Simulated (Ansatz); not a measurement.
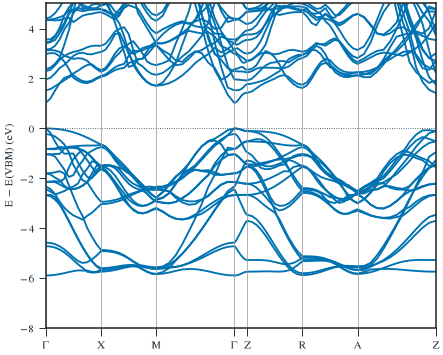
Fig. 1. Band structure from r²SCAN (plane waves, PAW; program Ansatz)

Question: Read off the gap and where the band edges lie.

Answer: About 1.0 eV (1.03 eV by a search for the band edges); maximum at Γ, minimum at Γ.

Question: Which compound is it?
A) AlGaAs2, P-4m2 (Ga on 1a, As on 2g, Al on 1c)
B) AlInAs2, P-4m2 (Pearson symbol tP12)
C) AlGaAs2, P-4m2 (Pearson symbol tP8)
D) Ba2Ti2N3F3, P-4m2 (Pearson symbol tP10)

Answer: B, AlInAs2, P-4m2 (Pearson symbol tP12)

The start of the workflow was typed in or built on a structure type; neither database checked (COD, Materials Project) lists it. Its standing as an ambient phase is unchecked. The r²SCAN relaxation kept the symmetry of its start; whether a distortion lowers the energy is not shown. Scalar-relativistic: spin–orbit coupling is off unless named, which matters more the heavier the elements.

Potentials: the earlier of the program's two PAW sets. The files were generated under PBE; for other functionals the program regenerates the frozen cores, and for LDA and PBEsol the local potential too.
